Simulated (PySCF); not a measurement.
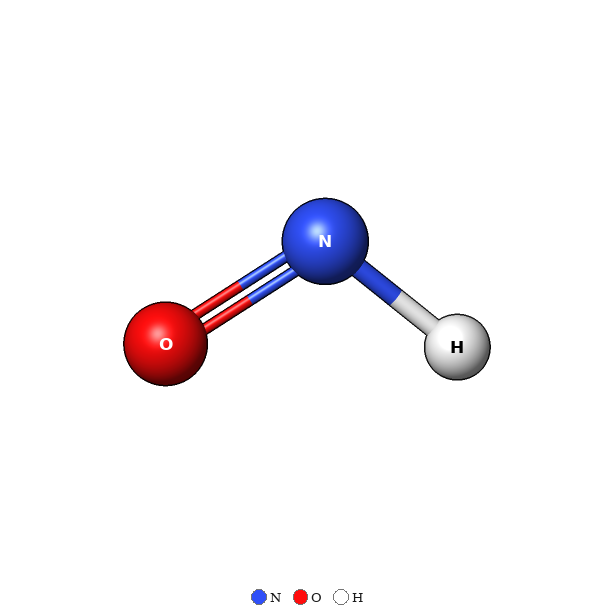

Ball-and-stick drawing of a structure. Double and triple bonds are drawn as two and three sticks.

Computed geometry: PBE0-D3(BJ)/def2-SVP optimisation. No frequency run is at hand to confirm it as a minimum.

**Give the formula.**

HNO, 3 atoms: 1 hydrogen, 1 nitrogen and 1 oxygen.

**What is its SMILES?**

N=O

**Count the bonded pairs by element.**

1 N–O, 1 N–H.

The parts below concern this one geometry. Atoms keep their numbers from picture to picture.

**Geometry**

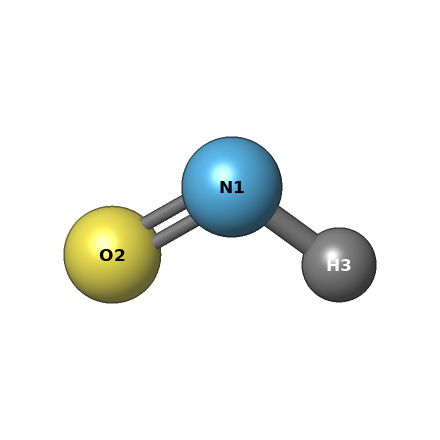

The atoms are numbered. No frequency run is at hand to confirm it as a minimum.

**Describe the coordination of atom 1.**

N1 has 2 neighbours (O2 at 1.19, H3 at 1.07 Å); the arrangement is bent.

**Quadrupole coupling**

No frequency run is at hand to confirm it as a minimum. Electric field gradients from the ground-state density, KT2/pcJ-1 (PySCF 2.14.0), non-relativistic apart from any core potentials.

Give the largest field-gradient component, the quadrupole coupling constant and the asymmetry for 14N at N1 (Q = 20.44 mb), 17O at O2 (Q = −25.6 mb), 2H at H3 (Q = 2.86 mb).

```json
{"atom": "N1", "V_zz (a.u.)": "−1.428", "e²qQ/h (MHz)": "−6.86", "η": "0.70"}
{"atom": "O2", "V_zz (a.u.)": "−3.326", "e²qQ/h (MHz)": "20.0", "η": "0.44"}
{"atom": "H3", "V_zz (a.u.)": "0.249", "e²qQ/h (MHz)": "0.167", "η": "0.02"}
```

**Levels of theory compared**

No frequency run is at hand to confirm it as a minimum. Program: PySCF 2.14.0.

Tabulate dipole (D), HOMO energy (eV), HOMO–LUMO gap (eV) at these levels: B3LYP/pcJ-0; B3LYP/pcJ-2; B97-2/pcJ-1; BHandHLYP/pcJ-1; CAM-B3LYP/pcJ-1; KT2/pcJ-1; PBE/pcJ-1; PBE0/pcJ-1.

```csv
level,dipole (D),HOMO energy (eV),HOMO–LUMO gap (eV)
B3LYP/pcJ-0,1.95,−6.18,3.47
B3LYP/pcJ-2,1.70,−6.89,3.74
B97-2/pcJ-1,1.76,−6.66,3.89
BHandHLYP/pcJ-1,1.92,−8.69,7.58
CAM-B3LYP/pcJ-1,1.84,−8.44,7.20
KT2/pcJ-1,1.62,−5.35,1.55
PBE/pcJ-1,1.64,−5.13,1.12
PBE0/pcJ-1,1.79,−6.92,4.30
```

**Spin–spin coupling**

No frequency run is at hand to confirm it as a minimum. Level of theory: PBE0/pcJ-1 indirect spin-spin coupling, non-relativistic, gas phase (PySCF 2.14.0). Isotopes: 1H, 15N, 17O.

Give the spin–spin coupling constants of these pairs, with the number of bonds between them: N1/H3, N1/O2, O2/H3.

| pair | bonds apart | J (Hz) |
| --- | --- | --- |
| N1, H3 | 1 | −3.7 |
| N1, O2 | 1 | −38.1 |
| O2, H3 | 2 | 21.7 |
